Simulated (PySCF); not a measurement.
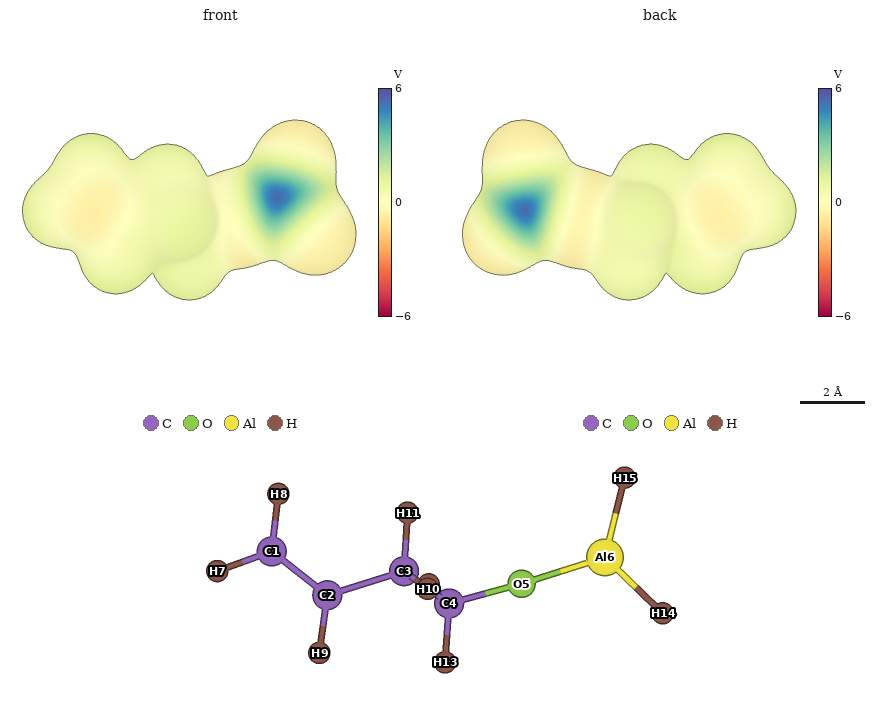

Figure. C$_{4}$H$_{9}$AlO (SMILES C=CCC[O][AlH2]). The molecular electrostatic potential painted on the density surface at 0.004 e/bohr³, seen from the front and from behind; the colour scale runs from red (negative) to blue (positive). The bare structure is drawn below in the same view.

Geometry: GFN2-xTB.

Computed with B3LYP/def2-SVPD, SCF density, gas phase (PySCF).

```xyz
15

C    -2.7493    0.5524    0.8662
C    -1.9064   -0.1824    0.1659
C    -0.4408   -0.2855    0.4424
C     0.3887    0.1475   -0.7706
O     1.7574   -0.0191   -0.5266
Al    3.3363   -0.2452   -0.1409
H    -3.7997    0.5949    0.6336
H    -2.4240    1.1401    1.7088
H    -2.2581   -0.7642   -0.6764
H    -0.1803   -1.3234    0.6738
H    -0.1662    0.3334    1.2985
H     0.1927    1.2026   -0.9930
H     0.1068   -0.4510   -1.6444
H     4.1496   -1.3056   -0.8928
H     3.9889    0.6135    0.9487
```

Describe the electrostatic potential map.

The most negative region (about −0.6 V) lies over the C, H and O atoms, the most positive (about +5.0 V) over Al6.

What dipole moment does the calculation give?

Its dipole moment is 0.98 D.
